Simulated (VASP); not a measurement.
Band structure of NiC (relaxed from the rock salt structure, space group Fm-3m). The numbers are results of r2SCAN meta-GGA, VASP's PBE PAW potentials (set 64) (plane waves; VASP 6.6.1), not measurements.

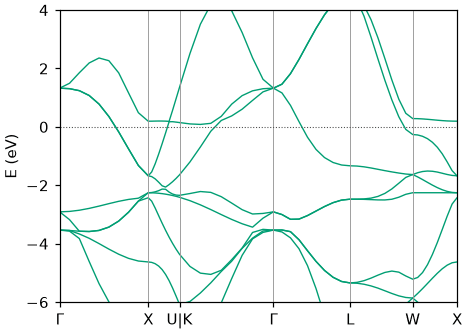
Fig. 1. Bands along high-symmetry lines, zero at the valence-band maximum or, without a gap, the Fermi level

Q: Read the plot: is there a gap, and where are the band edges?

A: It has no gap at this level: it comes out as a metal or semimetal.

The structure was generated: NiC was put into the rock salt type (Fm-3m), which need not be its known phase. It was relaxed first, which changed the volume by -18 %. The run is not spin-polarised, so no magnetic state was tried.
